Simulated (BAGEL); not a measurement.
**SiH3 (silyl radical) at UHF/cc-pVTZ (density fitting with cc-pvqz-jkfit)**

What is the electronic atomisation energy of SiH3 (silyl radical) at UHF/cc-pVTZ (density fitting with cc-pvqz-jkfit)? 

Program for the calculation: BAGEL 1.2.2.

8 further runs of the same task are left out: 8 set aside as unsound or not needed.

**1. The molecule**

SiH3: 4 atoms, total charge 0, spin state doublet. SMILES: `[SiH3]`. The coordinates come from a PBE0-D4/def2-TZVP relaxation.

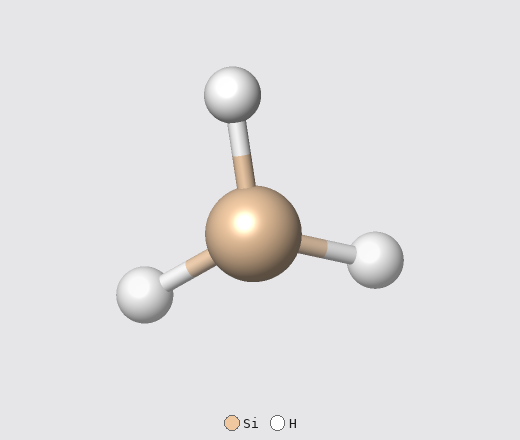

The structure, seen from a chosen angle (silicon light orange, hydrogen white).

**2. The energy at UHF/cc-pVTZ (density fitting with cc-pvqz-jkfit)**

input.json reads:

```json
{ "bagel" : [

{
  "title" : "molecule",
  "basis" : "cc-pvtz.json",
  "df_basis" : "cc-pvqz-jkfit",
  "angstrom" : "true",
  "geometry" : [
    { "atom" : "Si", "xyz" : [    0.293780,   -0.026900,   -0.164030 ] },
    { "atom" : "H", "xyz" : [    0.559150,    0.665300,    1.123900 ] },
    { "atom" : "H", "xyz" : [   -0.224040,   -1.401650,    0.060130 ] },
    { "atom" : "H", "xyz" : [   -0.628890,    0.763250,   -1.019990 ] }
  ]
},
{
  "title" : "uhf",
  "nopen" : 1
},
{
  "title" : "print",
  "file" : "orbitals.molden",
  "orbitals" : "true"
}

]}
```

The basis set cc-pVTZ is read from a file made from the Basis Set Exchange's data (not shown).

Run with:

```
BAGEL_NUM_THREADS=1 BAGEL input.json > input.out
```

What it wrote:

```text
* using 1 threads per process

  ===============================================================
  ===============================================================

  *** Geometry ***

  { "atom" : "Si", "xyz" : [      0.555164,     -0.050834,     -0.309972 ] },
  { "atom" : "H", "xyz" : [      1.056640,      1.257235,      2.123863 ] },
  { "atom" : "H", "xyz" : [     -0.423374,     -2.648735,      0.113629 ] },
  { "atom" : "H", "xyz" : [     -1.188430,      1.442333,     -1.927502 ] },

  Number of auxiliary basis functions:      301

  Since a DF basis is specified, we compute 2- and 3-index integrals:
    o Being stored without compression. Storage requirement is 0.014 GB

  Number of basis functions:       76
  Number of electrons      :       17

    * METHOD: MOLECULE                             0.08

  *** Open-shell HF ***

  === Nuclear Repulsion ===
    15.6032960057

      * DIIS with orbital gradients will be used.

  === UHF iteration (cc-pvtz.json) ===
      0       -290.60169180          0.01854355           0.03
      1       -290.63439443          0.00622759           0.04
      2       -290.63902586          0.00242759           0.05
      3       -290.64019191          0.00048188           0.05
      4       -290.64027358          0.00007162           0.05
      5       -290.64027681          0.00002802           0.03
      6       -290.64027757          0.00000689           0.03
      7       -290.64027762          0.00000279           0.05
      8       -290.64027763          0.00000053           0.05
      9       -290.64027763          0.00000019           0.05
     10       -290.64027763          0.00000006           0.04
     11       -290.64027763          0.00000002           0.04
     12       -290.64027763          0.00000001           0.05
    * SCF iteration converged.

    * S^2 (UHF) is 0.7550

    * Permanent dipole moment:
           (   -0.012992,     0.001192,     0.007262) a.u.

    * METHOD: UHF                                  0.64

    * METHOD: PRINT                                0.02

  ===============================================================
```

Run time: 0.89 s. Hardware: 1 thread of Arm Neoverse V1, shared host.

**3. The H atom**

job.json reads:

```json
{ "bagel": [

{
  "title": "molecule",
  "basis": "cc-pvtz.json",
  "df_basis": "cc-pvqz-jkfit",
  "angstrom": true,
  "geometry": [
    { "atom": "H", "xyz": [    0.000000,    0.000000,    0.000000 ] }
  ]
},
{
  "title": "uhf",
  "nopen": 1
},
{
  "title": "print",
  "file": "orbitals.molden",
  "orbitals": true
}

]}
```

The basis set cc-pVTZ is read from a file made from the Basis Set Exchange's data (not shown).

Run with:

```
BAGEL_NUM_THREADS=1 BAGEL job.json > job.out
```

What it wrote:

```text
* using 1 threads per process

  ===============================================================
  ===============================================================

  *** Geometry ***

  { "atom" : "H", "xyz" : [      0.000000,      0.000000,      0.000000 ] },

  Number of auxiliary basis functions:       51

  Since a DF basis is specified, we compute 2- and 3-index integrals:
    o Being stored without compression. Storage requirement is 0.000 GB

  Number of basis functions:       14
  Number of electrons      :        1

    * METHOD: MOLECULE                             0.01

  *** Open-shell HF ***

  === Nuclear Repulsion ===
     0.0000000000

      * DIIS with orbital gradients will be used.

  === UHF iteration (cc-pvtz.json) ===
      0         -0.48486015          0.01378888           0.01
      1         -0.49757996          0.00537667           0.01
      2         -0.49947718          0.00207583           0.01
      3         -0.49980979          0.00000830           0.01
      4         -0.49980981          0.00000080           0.01
      5         -0.49980981          0.00000000           0.01
    * SCF iteration converged.

    * S^2 (UHF) is 0.7500

    * Permanent dipole moment:
           (   -0.000000,     0.000000,     0.000000) a.u.

    * METHOD: UHF                                  0.08

    * METHOD: PRINT                                0.00

  ===============================================================
```

Run time: 0.27 s. Hardware: 1 thread of Arm Neoverse V1, shared host.

**4. The Si atom, same level**

hf.json reads:

```json
{ "bagel": [

{
  "title": "molecule",
  "basis": "cc-pvtz.json",
  "df_basis": "cc-pvqz-jkfit",
  "angstrom": true,
  "geometry": [
    { "atom": "Si", "xyz": [       0.000000,       0.000000,       0.000000 ] }
  ]
},

{ "title": "uhf", "nopen": 2 },

{ "title": "print", "file": "orbitals.molden", "orbitals": true }

]}
```

The basis set cc-pVTZ is read from a file made from the Basis Set Exchange's data (not shown).

Run the same way, it converges to -288.85643 Eh (log not shown).

**5. Outcome**

Level: UHF/cc-pVTZ (density fitting with cc-pvqz-jkfit).

| quantity | value |
| --- | --- |
| molecule: total energy | -290.64028 Eh |
| molecule: dipole moment | 0.04 D |
| molecule: ⟨S²⟩ | 0.755 |
| H atom: total energy | -0.49981 Eh |
| H atom: dipole moment | 0.00 D |
| H atom: ⟨S²⟩ | 0.750 |
| Si atom: total energy | -288.85643 Eh |
| Si atom: dipole moment | 0.00 D |
| Si atom: ⟨S²⟩ | 2.015 |
| electronic atomisation energy | 7.740 eV |

In words: Taking the molecule apart into free atoms costs 7.74 eV (178 kcal/mol), before zero-point energy and without spin-orbit coupling. Hartree–Fock lacks the correlation of the bonding pairs, which as a rule makes this value much too low; in minimal bases other errors can mask that.
